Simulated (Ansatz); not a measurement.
**Response to strain in SiC**

Base system: SiC (space group P6_3mc, No. 186).

```
SiC
1.0
    3.07776     0.00000     0.00000
   -1.53888     2.66542     0.00000
    0.00000     0.00000    10.07734
Si C
4 4
Cartesian
  0.00000   0.00000   0.00303
  0.00000   0.00000   5.04170
  1.53888   0.88847   7.56047
  0.00000   1.77694   2.52180
  0.00000   0.00000   8.19159
  0.00000   0.00000   3.15292
  1.53888   0.88847   5.66561
  0.00000   1.77694   0.62694
```

Cartesian axes are those of the cell as printed.

Strains are applied to the cell and any free atomic positions relax; under biaxial strain the out-of-plane vector relaxes too.

Level of theory: r2SCAN/PAW in Ansatz (a first-principles code), without spin-orbit coupling, earlier PAW set.

Notes on the quantities. pressure: mean of the normal stresses, compression positive.

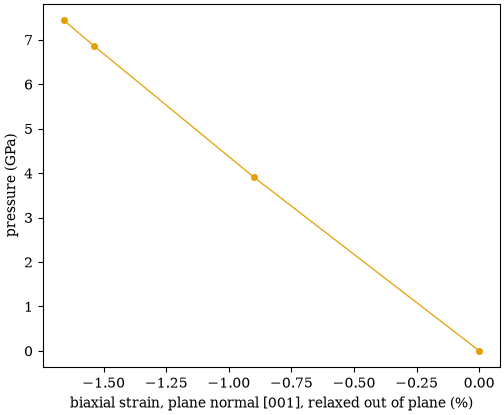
*Pressure against biaxial strain, plane normal [001], relaxed out of plane*

**Question.** From the plot, what is the pressure for biaxial strain −0.90 %, plane normal [001], relaxed out of plane?

**Answer.** About 3.9 GPa.

**Question.** Is the trend monotonic over the range shown?

**Answer.** Yes, it falls throughout, spanning 0.00 GPa to 7.44 GPa.

Whether these cells are dynamically stable was not tested.
